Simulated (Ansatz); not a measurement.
## Run report: CH3AlO2S, nudged elastic band

The run: nudged elastic band of CH3AlO2S. Method and program: RKS CAM-B3LYP-D4/cc-pVDZ (Ansatz 0.2.0).

It belongs to a series of runs on one base structure; here: band between the two ends. Figures and captions count atoms from 1; the log counts them from 0 in places.

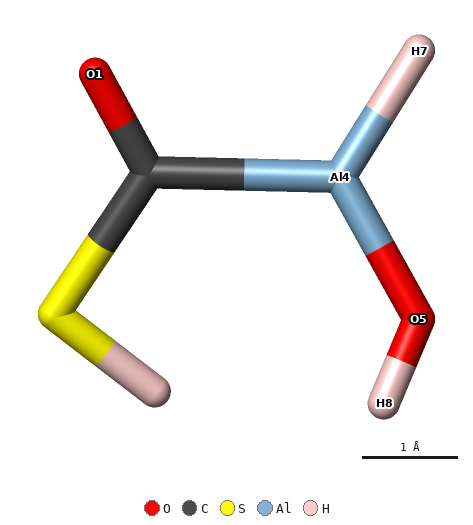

*The starting structure (stick view, seen on its broad side; atoms are numbered from 1 in the order of the input). Sticks mark near contacts.*

Input file
```yaml
crystal:
  periodic: [false, false, false]
  atoms:
    - { symbol: O, position_ang: [1.542642, -1.310372, 1.315705] }
    - { symbol: C, position_ang: [0.899636, -0.415082, 0.828557] }
    - { symbol: S, position_ang: [1.013048, 1.258079, 1.562257] }
    - { symbol: Al, position_ang: [-0.282556, -0.805626, -0.753787] }
    - { symbol: O, position_ang: [-1.431909, 0.349466, -1.283683] }
    - { symbol: H, position_ang: [0.174782, 1.842666, 0.674294] }
    - { symbol: H, position_ang: [-0.172131, -2.171384, -1.516163] }
    - { symbol: H, position_ang: [-1.651413, 1.195152, -0.882979] }
basis:
  gaussian: { orbitals: cc-pVDZ }
hamiltonian:
  xc: cam_b3lyp
  dispersion: d4
neb:
  order_check: false
  images: 7
  f_tol: 0.03
  max_iterations: 60
  initial_path: idpp
  final_atoms:
    - { symbol: O, position_ang: [1.81564851, -1.19111488, 1.06043893] }
    - { symbol: C, position_ang: [0.9741086, -0.38302774, 0.75885904] }
    - { symbol: S, position_ang: [0.93535317, 1.22424469, 1.6356309] }
    - { symbol: Al, position_ang: [-0.33658497, -0.82912378, -0.7031711] }
    - { symbol: O, position_ang: [-1.35323503, 0.38447024, -1.35835759] }
    - { symbol: H, position_ang: [-0.14464574, 1.70286095, 0.97341852] }
    - { symbol: H, position_ang: [-0.43713436, -2.28948093, -1.26734593] }
    - { symbol: H, position_ang: [-1.36141118, 1.32407044, -1.15527177] }
```

Run on 2 threads of Arm Neoverse V1, 24 GiB of memory available, shared host.

Launched with:
```bash
ansatz run input.yaml --threads 2 --pin off --max-ram 3072MiB --backend cpu --events-out ev --progress --plain --runs-dir out
```

The program's output
```
Engine: ansatz 0.2.0, aarch64-unknown-linux-gnu
Functional definition: CAM-B3LYP
  parameter alpha = 0.19
  parameter beta = 0.46
  parameter omega = 0.33/bohr
  parameter ac = 0.81
  exchange = (1 - alpha - beta)*b88_x + beta*b88_x_sr(omega) + alpha*exact_x + beta*exact_x_lr(omega)
  correlation = (1 - ac)*vwn5_c + ac*lyp_c
997 factors; integrals over basis functions are off by at most 3.9e-4 eV
325 factors; integrals over basis functions are off by at most 1.2e-6 eV
mean field evaluation 1: about -22604.0173 eV, gradient 6.4e1 eV
mean field evaluation 2: about -22590.7963 eV, gradient 1.1e2 eV
mean field evaluation 4: about -22611.5785 eV, gradient 6.0e0 eV
mean field evaluation 8: about -22611.6737 eV, gradient 1.4e-1 eV
mean field evaluation 16: about -22611.6739 eV, gradient 3.9e-5 eV
mean field -22611.67385806 eV, -830.9636875406 hartree, gradient 3.9e-5 eV, S^2 0.000000; 0 other end points of the search recorded, 0 dependent functions left out
the calculation of the forces begins
reference -22611.67398031 eV, -830.9636920332 hartree; 27, 27 occupied and 66, 66 virtual orbitals, 997 factors
997 factors; integrals over basis functions are off by at most 4.1e-4 eV
325 factors; integrals over basis functions are off by at most 1.2e-6 eV
mean field evaluation 32: about -22611.6739 eV, gradient 4.0e-5 eV
mean field -22611.67387156 eV, -830.9636880368 hartree, gradient 3.9e-5 eV, S^2 0.000000; 0 other end points of the search recorded, 0 dependent functions left out
[... from here on the field's lines of each further geometry are left out, up to the last ...]
NEB iter   1: max|band force component| = 2.472e-1 eV/Å  barrier→ = 0.0027 eV  barrier← = 0.0027 eV  CI = image 4  Δτ_max = 0.0159 Å  (261 SCF iters)
NEB iter   2: max|band force component| = 8.015e-2 eV/Å  barrier→ = 0.0005 eV  barrier← = 0.0005 eV  CI = image 4  Δτ_max = 0.0048 Å  (201 SCF iters)
the calculation of the forces begins
reference -22611.67401439 eV, -830.9636932858 hartree; 27, 27 occupied and 66, 66 virtual orbitals, 997 factors
997 factors; integrals over basis functions are off by at most 4.0e-4 eV
325 factors; integrals over basis functions are off by at most 1.7e-6 eV
mean field evaluation 352: about -22611.6413 eV, gradient 1.3e0 eV
mean field -22611.67382391 eV, -830.9636862857 hartree, gradient 7.0e-6 eV, S^2 0.000000; 1 other end points of the search recorded, 0 dependent functions left out
the calculation of the forces begins
reference -22611.67394465 eV, -830.9636907227 hartree; 27, 27 occupied and 66, 66 virtual orbitals, 997 factors
NEB iter   3: max|band force component| = 1.987e-2 eV/Å  barrier→ = 0.0002 eV  barrier← = 0.0002 eV  CI = image 4  Δτ_max = 0.0000 Å  (415 SCF iters)
```

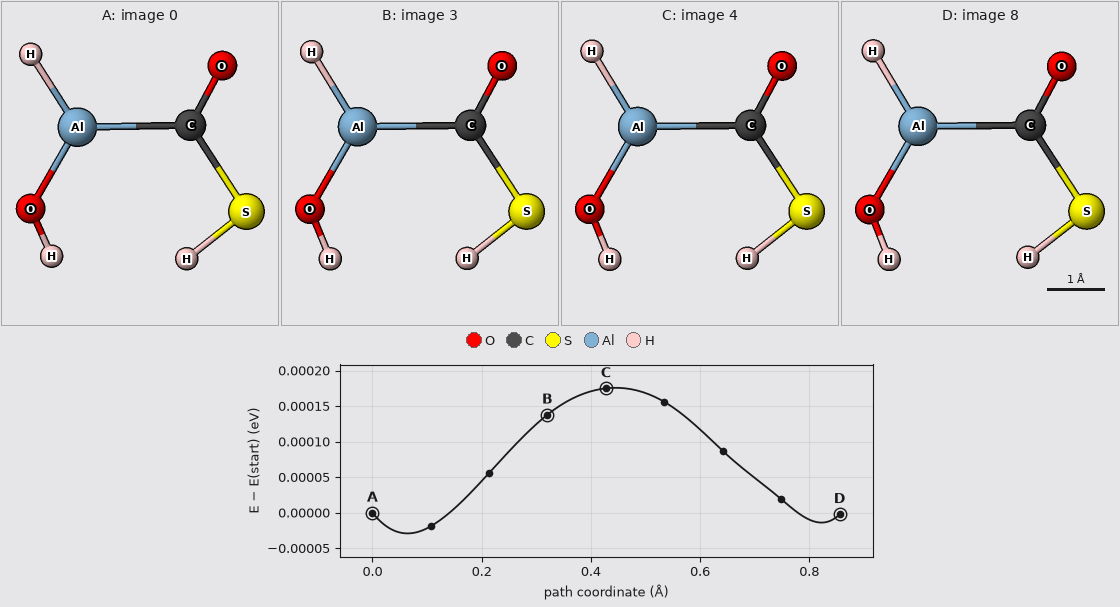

*Images of the last band (counted from 0; ball-and-stick, seen on its broad side) above the energy along the path; the line is a cubic interpolation that uses the forces.*

The highest image is number 4, 0.000 eV above the start and 0.000 eV above the end (the climbing image); start and end have the same energy. The path is 0.86 Å long. The band converged in 3 iterations.

```
Total energy: -22611.83282488 eV, -830.9695294635 hartree
Atom 0 at     1.553422    -1.317398     1.300566 Å, force    -0.007193     0.016031    -0.014143 eV/Å
Atom 1 at     0.858680    -0.434557     0.863376 Å, force    -0.001208    -0.019795     0.016842 eV/Å
Atom 2 at     0.843088     1.182940     1.717651 Å, force     0.002108     0.002593    -0.000127 eV/Å
Atom 3 at    -0.252656    -0.793190    -0.777542 Å, force     0.015362    -0.018047    -0.003452 eV/Å
Atom 4 at    -1.265930     0.420546    -1.436497 Å, force    -0.001460     0.008565     0.006409 eV/Å
Atom 5 at    -0.041606     1.763587     0.873524 Å, force     0.001133     0.000691    -0.001427 eV/Å
Atom 6 at    -0.201529    -2.197009    -1.476351 Å, force    -0.001819     0.005626     0.003213 eV/Å
Atom 7 at    -1.401370     1.317979    -1.120526 Å, force    -0.006923     0.004338    -0.007315 eV/Å
Dipole moment:    -0.326453     0.374660    -0.222443 e Å
this run last wrote the band of iteration 3 to [file]
```

The last band as extended XYZ (Å, eV, eV/Å)
```
8
Properties=species:S:1:pos:R:3:forces:R:3 image=0 energy=-22611.83288
O     1.5426   -1.3104    1.3157    0.0025  -0.0003   0.0023
C     0.8996   -0.4151    0.8286   -0.0020   0.0012  -0.0024
S     1.0130    1.2581    1.5623    0.0017  -0.0019   0.0014
Al   -0.2826   -0.8056   -0.7538   -0.0018   0.0115   0.0050
O    -1.4319    0.3495   -1.2837    0.0012  -0.0014   0.0003
H     0.1748    1.8427    0.6743   -0.0012  -0.0020  -0.0014
H    -0.1721   -2.1714   -1.5162   -0.0003  -0.0062  -0.0038
H    -1.6514    1.1952   -0.8830   -0.0001  -0.0009  -0.0015
8
Properties=species:S:1:pos:R:3:forces:R:3 image=1 energy=-22611.83290
O     1.5458   -1.3141    1.3111   -0.0034   0.0077  -0.0069
C     0.8905   -0.4202    0.8374   -0.0005  -0.0097   0.0087
S     0.9727    1.2395    1.6035    0.0005   0.0014  -0.0008
Al   -0.2752   -0.8023   -0.7594    0.0073  -0.0076  -0.0029
O    -1.3924    0.3671   -1.3246   -0.0003   0.0034   0.0040
H     0.1233    1.8250    0.7268    0.0011   0.0005  -0.0002
H    -0.1781   -2.1794   -1.5045   -0.0011   0.0029   0.0015
H    -1.5945    1.2272   -0.9462   -0.0036   0.0015  -0.0034
8
Properties=species:S:1:pos:R:3:forces:R:3 image=2 energy=-22611.83282
O     1.5484   -1.3164    1.3068   -0.0058   0.0124  -0.0108
C     0.8804   -0.4251    0.8461   -0.0004  -0.0160   0.0131
S     0.9307    1.2209    1.6431    0.0014   0.0026  -0.0003
Al   -0.2678   -0.7995   -0.7655    0.0121  -0.0132  -0.0034
O    -1.3515    0.3848   -1.3635   -0.0014   0.0062   0.0052
H     0.0700    1.8065    0.7778    0.0015   0.0008  -0.0008
H    -0.1849   -2.1865   -1.4940   -0.0015   0.0045   0.0023
H    -1.5332    1.2584   -1.0065   -0.0058   0.0026  -0.0054
8
Properties=species:S:1:pos:R:3:forces:R:3 image=3 energy=-22611.83274
O     1.5510   -1.3175    1.3034   -0.0072   0.0152  -0.0131
C     0.8697   -0.4300    0.8547   -0.0002  -0.0195   0.0155
S     0.8873    1.2020    1.6810    0.0019   0.0031   0.0002
Al   -0.2602   -0.7965   -0.7716    0.0146  -0.0167  -0.0033
O    -1.3093    0.4027   -1.4006   -0.0019   0.0079   0.0057
H     0.0147    1.7858    0.8264    0.0015   0.0010  -0.0010
H    -0.1928   -2.1924   -1.4847   -0.0017   0.0055   0.0029
H    -1.4685    1.2888   -1.0644   -0.0070   0.0036  -0.0068
8
Properties=species:S:1:pos:R:3:forces:R:3 image=4 energy=-22611.83270
O     1.5534   -1.3174    1.3006   -0.0072   0.0160  -0.0141
C     0.8587   -0.4346    0.8634   -0.0012  -0.0198   0.0168
S     0.8431    1.1829    1.7177    0.0021   0.0026  -0.0001
Al   -0.2527   -0.7932   -0.7775    0.0154  -0.0180  -0.0035
O    -1.2659    0.4205   -1.4365   -0.0015   0.0086   0.0064
H    -0.0416    1.7636    0.8735    0.0011   0.0007  -0.0014
H    -0.2015   -2.1970   -1.4764   -0.0018   0.0056   0.0032
H    -1.4014    1.3180   -1.1205   -0.0069   0.0043  -0.0073
8
Properties=species:S:1:pos:R:3:forces:R:3 image=5 energy=-22611.83272
O     1.5564   -1.3156    1.2992   -0.0063   0.0160  -0.0134
C     0.8474   -0.4393    0.8719   -0.0017  -0.0199   0.0163
S     0.7963    1.1642    1.7510    0.0022   0.0023   0.0000
Al   -0.2449   -0.7902   -0.7834    0.0144  -0.0167  -0.0031
O    -1.2205    0.4396   -1.4689   -0.0014   0.0081   0.0055
H    -0.1009    1.7380    0.9154    0.0013   0.0006  -0.0008
H    -0.2121   -2.2006   -1.4697   -0.0020   0.0054   0.0031
H    -1.3296    1.3468   -1.1712   -0.0064   0.0040  -0.0076
8
Properties=species:S:1:pos:R:3:forces:R:3 image=6 energy=-22611.83279
O     1.5595   -1.3126    1.2982   -0.0041   0.0149  -0.0121
C     0.8361   -0.4437    0.8801   -0.0047  -0.0175   0.0159
S     0.7487    1.1452    1.7831    0.0022   0.0012  -0.0009
Al   -0.2372   -0.7869   -0.7890    0.0127  -0.0128  -0.0036
O    -1.1742    0.4586   -1.5001   -0.0008   0.0061   0.0052
H    -0.1607    1.7112    0.9552    0.0017   0.0001  -0.0007
H    -0.2240   -2.2032   -1.4638   -0.0020   0.0046   0.0029
H    -1.2561    1.3742   -1.2196   -0.0050   0.0034  -0.0067
8
Properties=species:S:1:pos:R:3:forces:R:3 image=7 energy=-22611.83286
O     1.5627   -1.3082    1.2980   -0.0017   0.0147  -0.0100
C     0.8248   -0.4479    0.8880   -0.0092  -0.0148   0.0148
S     0.6997    1.1261    1.8134    0.0026  -0.0004  -0.0020
Al   -0.2296   -0.7834   -0.7946    0.0101  -0.0060  -0.0052
O    -1.1265    0.4779   -1.5293    0.0003   0.0015   0.0050
H    -0.2213    1.6829    0.9919    0.0030  -0.0013  -0.0007
H    -0.2373   -2.2047   -1.4587   -0.0020   0.0037   0.0025
H    -1.1804    1.4003   -1.2645   -0.0032   0.0027  -0.0046
8
Properties=species:S:1:pos:R:3:forces:R:3 image=8 energy=-22611.83288
O     1.5640   -1.3027    1.2997    0.0003   0.0003  -0.0029
C     0.8098   -0.4533    0.8975   -0.0038   0.0079   0.0116
S     0.6477    1.1066    1.8431   -0.0059  -0.0053  -0.0134
Al   -0.2221   -0.7801   -0.8004    0.0067  -0.0028  -0.0027
O    -1.0750    0.4981   -1.5582   -0.0004   0.0076   0.0042
H    -0.2826    1.6537    1.0250    0.0073  -0.0042   0.0054
H    -0.2507   -2.2051   -1.4558   -0.0020   0.0027   0.0017
H    -1.0991    1.4257   -1.3067   -0.0021  -0.0061  -0.0039
```

Key numbers

- outcome: converged
- barrier, forward: 0.000 eV
- barrier, backward: 0.000 eV
- wall time: 74 s (CPU time 2.4 min)
- peak memory: 0.23 GiB

Remarks

The order of the saddle point was not checked.
